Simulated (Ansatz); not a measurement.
# BF2H···H (doublet): what the fields show

Input

```
crystal:
  periodic: [false, false, false]
  atoms:
    - { symbol: B, position_ang: [0.0, -0.008966, -0.078022] }
    - { symbol: H, position_ang: [-1.0e-06, -0.007314, 1.120609] }
    - { symbol: F, position_ang: [1.124268, 0.005532, -0.754613] }
    - { symbol: F, position_ang: [-1.124267, 0.005532, -0.754614] }
    - { symbol: H, position_ang: [1.0e-06, 0.005216, 2.98664] }
magnetization:
  spin_polarized: true
  initial_magnetization: 1
basis:
  gaussian: { orbitals: def2-SVP }
hamiltonian:
  xc: pbe0
  dispersion: d4
relax:
  f_tol: 0.03
  max_steps: 50
output:
  orbitals: {}
```

Run with:

```sh
ansatz run input.yaml --threads 1 --pin off --max-ram 2048MiB --backend cpu --events-out ev --progress --plain --runs-dir out
```

The fields are those of the run's last geometry, not of the input's.

The calculation used UKS PBE0-D4/def2-SVP in Ansatz 0.2.0.

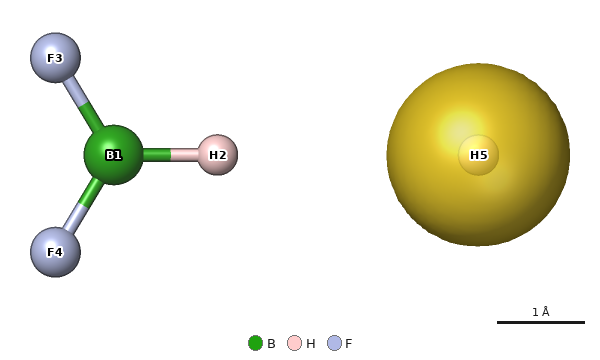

Figure 1. Isosurfaces of the spin density (α minus β) at +0.04 (yellow) and −0.04 e/Å³ (cyan), seen at a tilt.

Question: Where is the unpaired spin?

Answer: The unpaired spin (1 electron) lies mostly on H5 (about 1.0), in electrons by Hirshfeld's partition. Only one sign reaches the isovalue.

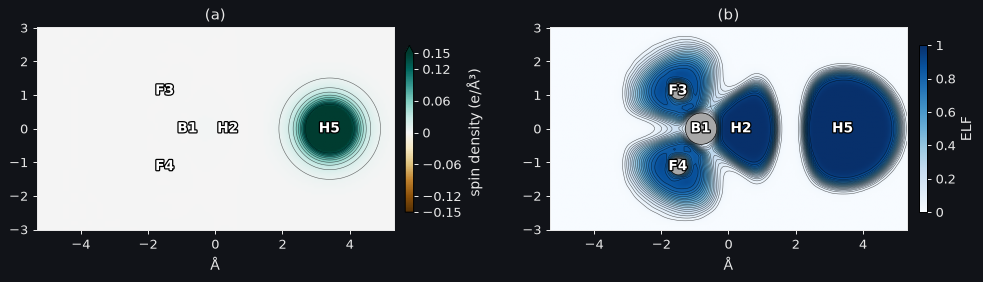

Figure 2. (a) spin density (α minus β); (b) ELF on the molecular plane. Grey discs cover the atomic cores in the ELF map.

Question: What do the fields say about this system?

Answer:
- The section cuts through B, H and F sites.
- B–F (1.31 Å): the ELF peaks at about 0.85 between the atoms (a polar covalent bond).
- B–H (1.20 Å): the ELF climbs to about 1 towards the hydrogen, as it does in any bond to H; an ordinary covalent bond to hydrogen.
- The ELF also peaks beside F4 and F3, away from the bonds: non-bonding electrons, paired or unpaired.

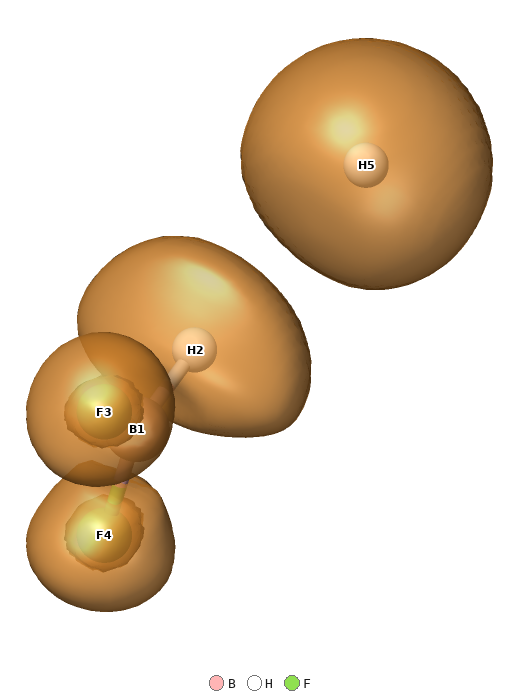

Figure 3. Isosurface of the electron localisation function at 0.75 (orange), seen at an oblique angle. Only the valence region is drawn (cores and ρ < 0.01 e/Å³ removed).

Question: Identify the bonds, lone pairs and shells in this picture.

Answer: At this value the surface marks out two regions around hydrogen nuclei and two regions on F in which the atom's valence shell and bonds are merged.
